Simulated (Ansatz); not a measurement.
# CH6AlClF2O: two geometries relaxed

Aim: relax the geometries before and after the reaction (exchange6), and see whether they are two minima and how far apart in energy. Meant to form: Al1–F6, H5–F8, H7–O2; to break: Al1–O2, H5–F6, H7–F8. The start is a guess near the saddle point, from which both ends are pulled out.

Program: Ansatz 0.2.0. Level of theory: RKS B3LYP/6-31G*. These are calculated values, not measurements.

**1. The system as given**

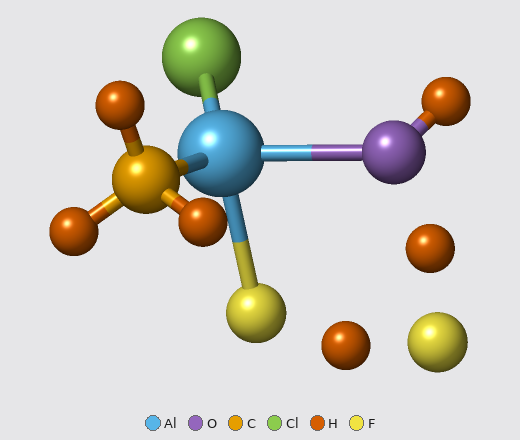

The starting structure, seen from a chosen angle (aluminium blue, oxygen purple, carbon amber, chlorine green, hydrogen orange, fluorine yellow).

Structure file:

```xyz
12

Al   -1.0185   -0.1200   -0.1015
O     0.5463   -1.0042    1.1317
C    -0.3098   -0.2820   -1.9319
Cl   -2.7908   -0.3711    0.8426
H     0.8125    1.5992    1.2007
F    -0.2016    1.7076    0.5724
H     1.2881   -0.0537    1.5339
F     1.7079    1.0479    1.7742
H     0.3863   -1.5918    1.8645
H    -0.6399   -1.1776   -2.4580
H    -0.5580    0.5705   -2.5645
H     0.7776   -0.3249   -1.8641
```

**2. Pulling towards end A**

Springs on the bonds that form and break draw the guess towards this end; the thresholds are loose.

File input.yaml:

```yaml
crystal:
  periodic: [false, false, false]
  atoms:
    - { symbol: Al, position_ang: [-1.0185, -0.12, -0.1015] }
    - { symbol: O, position_ang: [0.5463, -1.0042, 1.1317] }
    - { symbol: C, position_ang: [-0.3098, -0.282, -1.9319] }
    - { symbol: Cl, position_ang: [-2.7908, -0.3711, 0.8426] }
    - { symbol: H, position_ang: [0.8125, 1.5992, 1.2007] }
    - { symbol: F, position_ang: [-0.2016, 1.7076, 0.5724] }
    - { symbol: H, position_ang: [1.2881, -0.0537, 1.5339] }
    - { symbol: F, position_ang: [1.7079, 1.0479, 1.7742] }
    - { symbol: H, position_ang: [0.3863, -1.5918, 1.8645] }
    - { symbol: H, position_ang: [-0.6399, -1.1776, -2.458] }
    - { symbol: H, position_ang: [-0.558, 0.5705, -2.5645] }
    - { symbol: H, position_ang: [0.7776, -0.3249, -1.8641] }
basis:
  gaussian: { orbitals: "6-31G*" }
hamiltonian:
  xc: b3lyp
relax:
  f_tol: 0.15
  max_steps: 25
  restrain:
    - { distance: [0, 5], at: 3.08, k: 30.0 }
    - { distance: [4, 7], at: 2.18, k: 30.0 }
    - { distance: [6, 1], at: 2.27, k: 30.0 }
    - { distance: [0, 1], at: 1.87, k: 30.0 }
    - { distance: [4, 5], at: 0.88, k: 30.0 }
    - { distance: [6, 7], at: 0.88, k: 30.0 }
```

Started as:

```bash
ansatz run input.yaml --threads 2 --pin off --max-ram 3072MiB --backend cpu --events-out ev --progress --plain --runs-dir out
```

The log of the run, cut to the lines that bear on the results:

```text
Warning: RAYON_NUM_THREADS=2 ignored (pool sized by the plan → 2); use --threads N
[...]
Functional definition: B3LYP
[...]
1132 factors; integrals over basis functions are off by at most 5.8e-4 eV
[...]
mean field -27739.14552875 eV, -1019.3947959133 hartree, gradient 5.9e-5 eV, S^2 0.000000; 0 other end points of the search recorded, 0 dependent functions left out
[...]
reference -27739.14579552 eV, -1019.3948057169 hartree; 34, 34 occupied and 76, 76 virtual orbitals, 1132 factors
relax step   1: F+E_penalty+E_count = -27739.14552875 eV  Δ(F+E_penalty+E_count) = +0.000e0 eV  max|allowed force component| = 4.323e0 eV/Å  E_restraint = 48.01101655 eV  max|allowed force component, restraints' pulls added| = 3.040e1 eV/Å  Δτ_max = 0.0000 Å  (26 SCF iters, accepted)
[...]
relax step   3: F+E_penalty+E_count = -27737.90922771 eV  Δ(F+E_penalty+E_count) = +9.213e-1 eV  max|allowed force component| = 7.231e0 eV/Å  E_restraint = 3.97958433 eV  max|allowed force component, restraints' pulls added| = 1.033e1 eV/Å  Δτ_max = 0.1945 Å  (32 SCF iters, accepted)
[...]
relax step   5: F+E_penalty+E_count = -27738.49230069 eV  Δ(F+E_penalty+E_count) = -2.021e-1 eV  max|allowed force component| = 1.294e0 eV/Å  E_restraint = 0.16132259 eV  max|allowed force component, restraints' pulls added| = 1.512e0 eV/Å  Δτ_max = 0.1948 Å  (28 SCF iters, accepted)
[...]
  distance Al 0 - O 1 = 1.8148 Å
  distance H 4 - F 5 = 0.9200 Å
  distance H 6 - F 7 = 0.9193 Å
1132 factors; integrals over basis functions are off by at most 4.3e-4 eV
[...]
mean field -27738.61527884 eV, -1019.3753095888 hartree, gradient 1.5e-5 eV, S^2 0.000000; 1 other end points of the search recorded, 0 dependent functions left out
[...]
reference -27738.61554924 eV, -1019.3753195257 hartree; 34, 34 occupied and 76, 76 virtual orbitals, 1132 factors
Total energy: -27738.61554924 eV, -1019.3753195257 hartree
Atom 0 at    -0.943955    -0.631143    -0.128516 Å, force     1.182216    -0.221467     1.272008 eV/Å
Atom 1 at     0.221009    -1.188254     1.146589 Å, force    -0.758882     0.710642    -0.989722 eV/Å
Atom 2 at    -0.313369    -0.350705    -1.938664 Å, force     0.004341     0.035371    -0.021426 eV/Å
Atom 3 at    -2.982759    -0.679176     0.444177 Å, force    -0.010466     0.001643     0.007643 eV/Å
Atom 4 at     0.619249     2.035066     1.167861 Å, force     1.350307    -0.397812     0.567111 eV/Å
Atom 5 at    -0.210652     2.201812     0.807444 Å, force    -1.135934    -0.113717    -0.571438 eV/Å
Atom 6 at     2.005957     0.081827     1.682769 Å, force    -0.852323    -1.402794    -0.220477 eV/Å
Atom 7 at     2.378785     0.917549     1.770897 Å, force     0.222063     1.355609     0.003090 eV/Å
Atom 8 at    -0.201525    -1.477226     1.970410 Å, force     0.010561     0.033080    -0.051727 eV/Å
Atom 9 at    -0.594225    -1.203033    -2.569747 Å, force     0.002512     0.001304     0.001061 eV/Å
Atom 10 at    -0.756232     0.547201    -2.383103 Å, force     0.014862    -0.006114    -0.004106 eV/Å
Atom 11 at     0.777817    -0.254018    -1.970118 Å, force    -0.029258     0.004254     0.007982 eV/Å
Dipole moment:     0.242404    -0.287168    -0.042209 e Å
```

Wall time 37 s (2 threads of Arm Neoverse V2, shared host); peak memory 0.27 GiB.

The steps of the relaxation:

| step | energy from step 1 (eV) | largest force component (eV/Å) |
| --- | --- | --- |
| 1 | 0.0000 | 4.3229 |
| 2 | 0.3150 | 3.5726 |
| 3 | 1.2363 | 7.2312 |
| 4 | 0.8553 | 2.0457 |
| 5 | 0.6532 | 1.2944 |
| 6 | 0.6343 | 1.5172 |
| 7 | 0.5989 | 1.3220 |
| 8 | 0.5678 | 1.3509 |
| 9 | 0.5603 | 1.6517 |
| 10 | 0.5302 | 1.4028 |

Step 1 is the start. Energies and forces in the table leave out the springs, which the log lists apart; the run stops on the force with the springs' pull added.

After: Bond lengths: Al1–O2 1.815 Å, Al1–C3 1.937 Å, Al1–Cl4 2.118 Å, H5–F6 0.920 Å, H7–F8 0.919 Å, O2–H9 0.970 Å, C3–H10 1.097 Å, C3–H11 1.095 Å, C3–H12 1.096 Å. Angles: Al1–O2–H9 114.1°, O2–Al1–C3 119.5°, O2–Al1–Cl4 114.9°, C3–Al1–Cl4 124.7°, Al1–C3–H10 110.0°, Al1–C3–H11 111.5°, Al1–C3–H12 111.3°, H10–C3–H11 107.5°, H10–C3–H12 107.9°, H11–C3–H12 108.6°.

Pairs that crossed the distance rule for bonds on the way: came closer H5–F6, H7–F8; moved apart Al1–F6.

**3. Relaxing end A**

It starts where the restrained run ended.

File input.yaml:

```yaml
crystal:
  periodic: [false, false, false]
  atoms:
    - { symbol: Al, position_ang: [-0.943955, -0.631143, -0.128516] }
    - { symbol: O, position_ang: [0.221009, -1.188254, 1.146589] }
    - { symbol: C, position_ang: [-0.313369, -0.350705, -1.938664] }
    - { symbol: Cl, position_ang: [-2.982759, -0.679176, 0.444177] }
    - { symbol: H, position_ang: [0.619249, 2.035066, 1.167861] }
    - { symbol: F, position_ang: [-0.210652, 2.201812, 0.807444] }
    - { symbol: H, position_ang: [2.005957, 0.081827, 1.682769] }
    - { symbol: F, position_ang: [2.378785, 0.917549, 1.770897] }
    - { symbol: H, position_ang: [-0.201525, -1.477226, 1.97041] }
    - { symbol: H, position_ang: [-0.594225, -1.203033, -2.569747] }
    - { symbol: H, position_ang: [-0.756232, 0.547201, -2.383103] }
    - { symbol: H, position_ang: [0.777817, -0.254018, -1.970118] }
basis:
  gaussian: { orbitals: "6-31G*" }
hamiltonian:
  xc: b3lyp
relax:
  f_tol: 0.03
  max_steps: 50
```

Started as:

```bash
ansatz run input.yaml --threads 2 --pin off --max-ram 3072MiB --backend cpu --events-out ev --progress --plain --runs-dir out
```

The log of the run, cut to the lines that bear on the results:

```text
Warning: RAYON_NUM_THREADS=2 ignored (pool sized by the plan → 2); use --threads N
[...]
[... 1 set-up line as earlier in the session ...]
[...]
1129 factors; integrals over basis functions are off by at most 4.3e-4 eV
[...]
mean field -27738.61527462 eV, -1019.3753094335 hartree, gradient 5.0e-5 eV, S^2 0.000000; 0 other end points of the search recorded, 0 dependent functions left out
[...]
reference -27738.61554590 eV, -1019.3753194031 hartree; 34, 34 occupied and 76, 76 virtual orbitals, 1129 factors
relax step   1: F+E_penalty+E_count = -27738.61527462 eV  Δ(F+E_penalty+E_count) = +0.000e0 eV  max|allowed force component| = 1.403e0 eV/Å  Δτ_max = 0.0000 Å  (25 SCF iters, accepted)
[...]
relax step   5: F+E_penalty+E_count = -27739.83461322 eV  Δ(F+E_penalty+E_count) = -2.230e-2 eV  max|allowed force component| = 2.241e0 eV/Å  Δτ_max = 0.1996 Å  (28 SCF iters, accepted)
[...]
Atom 2 at    -0.290514    -0.282532    -1.961459 Å, force    -0.001054     0.003650    -0.012934 eV/Å
Atom 3 at    -2.550163    -0.484637     0.802741 Å, force     0.005012     0.003671    -0.002188 eV/Å
Atom 4 at     1.015991     1.595053     1.447204 Å, force    -0.016092     0.014042    -0.015242 eV/Å
Atom 5 at    -0.164752     1.641122     0.471757 Å, force    -0.004087    -0.006052    -0.004458 eV/Å
Atom 6 at     1.109982    -0.288584     1.569435 Å, force    -0.008744    -0.011030     0.000114 eV/Å
Atom 7 at     1.688316     1.146360     1.989517 Å, force     0.017376    -0.013289     0.019272 eV/Å
Atom 8 at    -0.002390    -1.431567     1.740671 Å, force     0.006339     0.009745     0.001018 eV/Å
Atom 9 at    -0.552532    -1.310970    -2.236567 Å, force     0.000105     0.001530     0.003994 eV/Å
Atom 10 at    -0.849612     0.385463    -2.628302 Å, force     0.002135    -0.005027     0.004978 eV/Å
Atom 11 at     0.775622    -0.142447    -2.180644 Å, force     0.000556     0.001120    -0.000913 eV/Å
Dipole moment:     0.442479    -0.290289     0.137538 e Å
```

Run time: 60 s. Hardware: 2 threads of Arm Neoverse V2, shared host; peak memory 0.26 GiB.

The steps of the relaxation:

| step | energy from step 1 (eV) | largest force component (eV/Å) |
| --- | --- | --- |
| 1 | 0.0000 | 1.4028 |
| 2 | -0.3718 | 0.7878 |
| 3 | -0.7698 | 0.7492 |
| 4 | -1.1970 | 0.5839 |
| 5 | -1.2193 | 2.2413 |
| 6 | -1.4361 | 0.5513 |
| 7 | -1.5883 | 0.8214 |
| 8 | -1.8659 | 0.8622 |
| 9x | -1.8532 | 2.8666 |
| 10 | -2.0224 | 0.4500 |
| 11 | -2.1260 | 0.7184 |
| 12 | -2.1449 | 0.4592 |
| 13x | -2.1294 | 0.2926 |
| 14 | -2.1533 | 0.1349 |
| 15 | -2.1550 | 0.0710 |
| 16 | -2.1553 | 0.0193 |

Step 1 is the start. 2 steps were tried and not accepted (marked x).

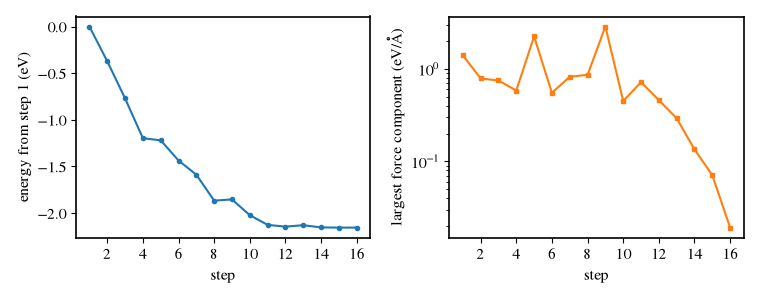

How energy and force went from step to step.

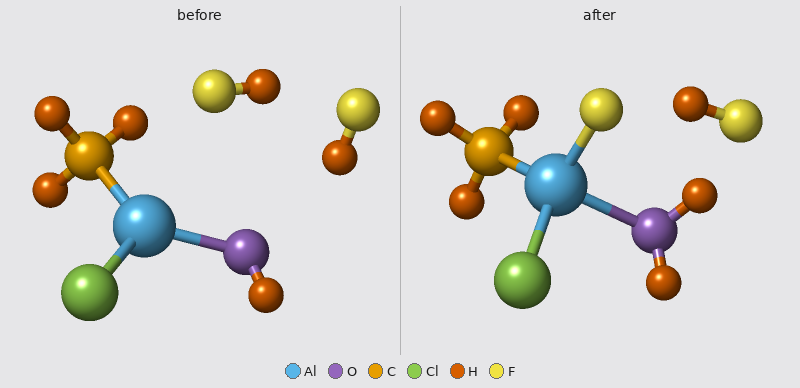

Before and after, at one scale.

After: Bond lengths: Al1–O2 1.957 Å, Al1–C3 1.943 Å, Al1–Cl4 2.152 Å, Al1–F6 1.726 Å, O2–H7 1.004 Å, H5–F8 0.973 Å, O2–H9 0.974 Å, C3–H10 1.096 Å, C3–H11 1.097 Å, C3–H12 1.097 Å. Angles (14 of 15 angles, heavy atoms first): O2–Al1–C3 110.7°, O2–Al1–Cl4 97.7°, O2–Al1–F6 94.9°, C3–Al1–Cl4 121.6°, C3–Al1–F6 115.4°, Cl4–Al1–F6 111.4°, Al1–O2–H7 109.3°, Al1–O2–H9 111.4°, Al1–C3–H10 112.0°, Al1–C3–H11 111.2°, Al1–C3–H12 111.3°, H7–O2–H9 108.4°, H10–C3–H11 107.3°, H10–C3–H12 107.6°.

Pairs that crossed the distance rule for bonds on the way: came closer Al1–F6, O2–H7, H5–F8; moved apart H5–F6, H7–F8.

[end of part 1 of 2]
